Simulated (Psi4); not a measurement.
**BNH5Cl (SMILES [NH3+][BH2-]Cl): HF/aug-cc-pVDZ**

What is the energy change on altering one bond length of BNH5Cl at HF/aug-cc-pVDZ? 

Program for the calculation: Psi4 1.11.

1 further run of the same task is left out (set aside as unsound or not needed).

**1. Starting point**

BNH5Cl: 8 atoms, total charge 0, spin state singlet. As SMILES, `[NH3+][BH2-]Cl`. The coordinates come from a GFN2-xTB relaxation.

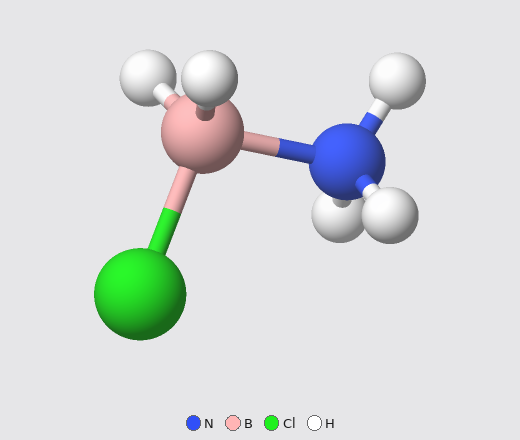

Viewed from a chosen angle; nitrogen blue, boron pink, chlorine green, hydrogen white.

**2. Energy and forces at HF/aug-cc-pVDZ**

Input file bclh5n.xyz:

```xyz
8
BClH5N
N     -0.408060     0.605170    -0.411000
B      0.288110    -0.506700     0.567920
Cl     1.343600    -1.422040    -0.630870
H     -0.906350     0.099630    -1.139370
H      0.341360     1.138570    -0.844750
H     -1.040090     1.219660     0.094230
H      0.948210     0.068190     1.364440
H     -0.566790    -1.202480     0.999420
```

Input file calc.py:

```python
import psi4

psi4.set_memory(1600000000)
psi4.set_num_threads(1)
psi4.core.set_output_file('bclh5n.out', False)

with open('bclh5n.xyz') as f:
    atoms = ''.join(f.readlines()[2:])
m = psi4.geometry('0 1\n' + atoms + 'symmetry c1')

psi4.set_options({
    'basis': 'aug-cc-pVDZ',
    'puream': True,
    'e_convergence': 1e-09,
    'd_convergence': 1e-08,
    'scf_type': 'pk',
})

energy_value, wavefunction = psi4.gradient("hf", molecule=m, return_wfn=True)
print('gradient / Eh bohr^-1')
print(energy_value.np.round(6))
print(f'energy = {wavefunction.energy():.10f} Eh')
```

On the command line:

```sh
$ python calc.py
```

bclh5n.out:

```text
[...]
  Running in c1 symmetry.
[...]
  Nuclear repulsion =   99.933964132365318
[...]
  Multiplicity = 1
[...]
  Nalpha       = 17
  Nbeta        = 17
[...]
    Number of basis functions: 118
[...]
   @RHF iter   1:  -541.51932151000221   -4.27738e-01   3.37892e-03 ADIIS/DIIS
[...]
   @RHF iter  11:  -541.61438710170842   -5.45697e-12   3.46955e-09 DIIS
[...]
    Orbital Energies [Eh]
    ---------------------
    Doubly Occupied:
       1A   -104.771619     2A    -15.666237     3A    -10.499888
       4A     -7.967045     5A     -7.965098     6A     -7.964863
       7A     -7.599245     8A     -1.270679     9A     -1.046676
      10A     -0.750296    11A     -0.745742    12A     -0.723818
      13A     -0.551793    14A     -0.492132    15A     -0.468720
      16A     -0.410299    17A     -0.386361
[...]
  @RHF Final Energy:  -541.61438710170842
   => Energetics <=
    Nuclear Repulsion Energy =             99.9339641323653183
    One-Electron Energy =                -944.5356790779842413
    Two-Electron Energy =                 302.9873278439105206
    Total Energy =                       -541.6143871017084166
[...]
 Multipole Moments:
 ------------------------------------------------------------------------------------
     Multipole            Electronic (a.u.)      Nuclear  (a.u.)        Total (a.u.)
 ------------------------------------------------------------------------------------
 L = 1.  Multiply by 2.5417464519 to convert [e a0] to [Debye]
 Dipole X            :          3.1072367           -4.5216115           -1.4143748
 Dipole Y            :         -3.1443031            4.9940650            1.8497619
 Dipole Z            :         -1.9590232            1.3944597           -0.5645635
 Magnitude           :                                                    2.3959982
[...]
  -Total Gradient:
     Atom            X                  Y                   Z
    ------   -----------------  -----------------  -----------------
       1        0.002138224588    -0.002797074514     0.001684824386
       2        0.004364375378    -0.004822685945    -0.000581619467
       3       -0.014489868754     0.013654453726     0.012553630055
       4       -0.003048875770    -0.009467787781    -0.006693726261
       5        0.011305175935     0.002293276651    -0.003331188098
       6       -0.005835426754     0.004674962638     0.007759089208
       7       -0.003968601726    -0.007393458621    -0.007325681560
       8        0.009534997106     0.003858313853    -0.004065328262
[...]
```

On the terminal:

```text
gradient / Eh bohr^-1
[[ 0.002138 -0.002797  0.001685]
 [ 0.004364 -0.004823 -0.000582]
 [-0.01449   0.013654  0.012554]
 [-0.003049 -0.009468 -0.006694]
 [ 0.011305  0.002293 -0.003331]
 [-0.005835  0.004675  0.007759]
 [-0.003969 -0.007393 -0.007326]
 [ 0.009535  0.003858 -0.004065]]
energy = -541.6143871017 Eh
```

It took 48 s on 1 thread of Intel Xeon Platinum 8259CL at 2.50GHz (Skylake/Cascade Lake), shared host; peak memory 0.64 GiB.

**3. The distorted shape: the energy at HF/aug-cc-pVDZ**

Input file calc.dat:

```
memory 1600 MB

molecule mol {
  0 1
  N     -0.507060     0.518949    -0.530460
  B      0.189110    -0.592921     0.448460
  Cl     1.244600    -1.508261    -0.750330
  H     -1.005350     0.013409    -1.258830
  H      0.242360     1.052349    -0.964210
  H     -1.139090     1.133439    -0.025230
  H      0.948210     0.068190     1.364440
  H     -0.665790    -1.288701     0.879960
  symmetry c1
}

set globals {
  puream        true
  e_convergence 1e-09
  d_convergence 1e-08
  scf_type      pk
}

e = energy('hf/aug-cc-pVDZ')
print_variables()
```

On the command line:

```sh
$ psi4 calc.dat calc.out -n 1
```

calc.out:

```text
[...]
  Running in c1 symmetry.
[...]
  Nuclear repulsion =   99.333830379662132
[...]
  Multiplicity = 1
[...]
  Nalpha       = 17
  Nbeta        = 17
[...]
    Number of basis functions: 118
[...]
   @RHF iter   1:  -541.51458514651597   -4.75427e-01   3.33349e-03 DIIS/ADIIS
[...]
   @RHF iter  11:  -541.60658467358826   -4.20641e-12   3.38594e-09 DIIS
[...]
    Orbital Energies [Eh]
    ---------------------
    Doubly Occupied:
       1A   -104.776116     2A    -15.669951     3A    -10.504283
       4A     -7.971451     5A     -7.969465     6A     -7.969237
       7A     -7.620460     8A     -1.273987     9A     -1.050602
      10A     -0.753161    11A     -0.748467    12A     -0.719950
      13A     -0.549648    14A     -0.485085    15A     -0.464476
      16A     -0.412635    17A     -0.381774
[...]
  @RHF Final Energy:  -541.60658467358826
   => Energetics <=
    Nuclear Repulsion Energy =             99.3338303796621318
    One-Electron Energy =                -943.2393407540010912
    Two-Electron Energy =                 302.2989257007507149
    Total Energy =                       -541.6065846735882587
[...]
 Multipole Moments:
 ------------------------------------------------------------------------------------
     Multipole            Electronic (a.u.)      Nuclear  (a.u.)        Total (a.u.)
 ------------------------------------------------------------------------------------
 L = 1.  Multiply by 2.5417464519 to convert [e a0] to [Debye]
 Dipole X            :          2.9593763           -4.4331222           -1.4737460
 Dipole Y            :         -3.3053186            5.0711320            1.7658134
 Dipole Z            :         -2.1888649            1.5012367           -0.6876282
 Magnitude           :                                                    2.4005951
[...]
```

Wall time 14 s (1 thread of Intel Xeon Platinum 8259CL at 2.50GHz (Skylake/Cascade Lake), shared host); peak memory 0.64 GiB.

**4. Outcome**

At HF/aug-cc-pVDZ:

| quantity | value |
| --- | --- |
| first shape: total energy | -541.61439 Eh |
| first shape: dipole moment | 6.09 D |
| first shape: HOMO energy | -10.51 eV |
| first shape: LUMO energy | 0.44 eV |
| first shape: HOMO–LUMO gap | 10.95 eV |
| first shape: largest force on an atom | 1.210 eV/Å |
| distorted shape: total energy | -541.60658 Eh |
| distorted shape: dipole moment | 6.10 D |
| distorted shape: HOMO energy | -10.39 eV |
| distorted shape: LUMO energy | 0.43 eV |
| distorted shape: HOMO–LUMO gap | 10.82 eV |
| energy change with the B2–H7 bond stretched from 1.184 to 1.361 Å | 0.212 eV |

In words: With the B2–H7 bond stretched from 1.184 to 1.361 Å the energy rises by 0.21 eV (4.9 kcal/mol). The first shape isn't relaxed at this level, so the change isn't measured from a minimum. The largest force (first shape) is 1.21 eV/Å: the shape isn't a stationary point for this species at this level.
